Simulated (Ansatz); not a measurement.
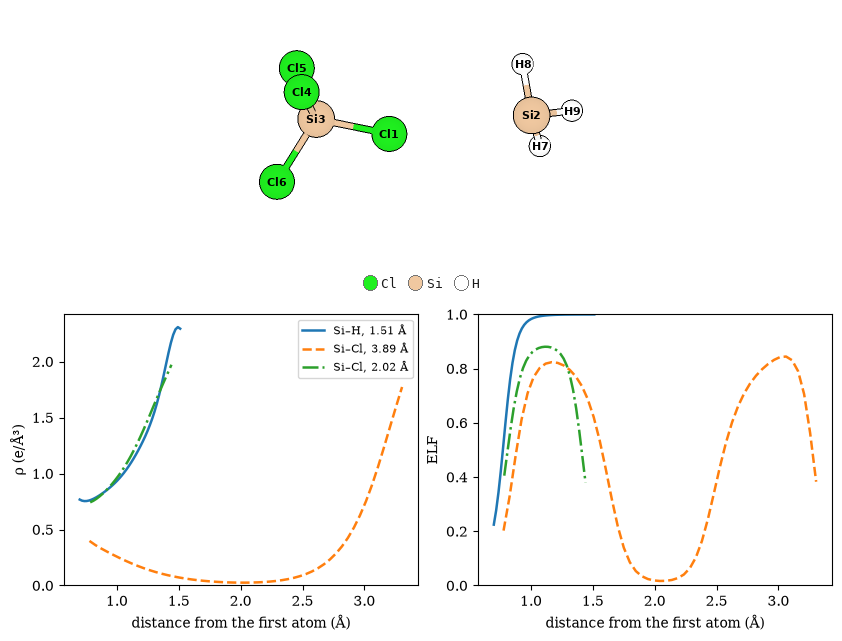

Figure. Cl4Si···H3Si (doublet). Electron density and ELF along straight lines between neighbouring atoms. The curves leave out the atomic cores. The structure is drawn too.

A transition-state structure; geometry: PBE0-D4/def2-TZVP.

Method: UKS PBE0-D4/def2-TZVPP in Ansatz.

The calculation's input:

```
crystal:
  periodic: [false, false, false]
  atoms:
    - {symbol: Cl, position_ang: [-0.683068, 0.382802, 0.448232]}
    - {symbol: Si, position_ang: [1.941010, -2.468609, 0.132883]}
    - {symbol: Si, position_ang: [-1.435385, 2.259411, 0.475667]}
    - {symbol: Cl, position_ang: [-0.206543, 3.461927, 1.539057]}
    - {symbol: Cl, position_ang: [-1.585592, 2.954058, -1.417127]}
    - {symbol: Cl, position_ang: [-3.265763, 2.238648, 1.333329]}
    - {symbol: H, position_ang: [0.849109, -3.417920, -0.414392]}
    - {symbol: H, position_ang: [2.400678, -1.757085, -1.118283]}
    - {symbol: H, position_ang: [1.985455, -3.653031, -0.979567]}
basis:
  gaussian: {orbitals: def2-TZVPP}
magnetization: {spin_polarized: true, initial_magnetization: 1}
hamiltonian: {xc: pbe0, dispersion: d4}
output: {orbitals: {seedname: orbitals}}
```

Launched as:

```sh
ansatz run in.yaml --threads 4 --pin off --events-out ev --progress --plain --max-ram 66560MiB --backend cpu
```

Q: What can be read from the curves?

A: Si–H (1.51 Å): ρ at the midpoint is about 0.75 e/Å³; the ELF climbs to about 1 towards the hydrogen, as it does in any bond to H.
Si2···Cl1 (3.89 Å): the density falls to about 0.03 e/Å³ on the way; the ELF dips to about 0 between them: a non-bonded, intermolecular contact.
Si–Cl (2.02 Å): ρ at the midpoint is about 0.98 e/Å³; the ELF peaks at about 0.90 between the atoms: a polar covalent bond.
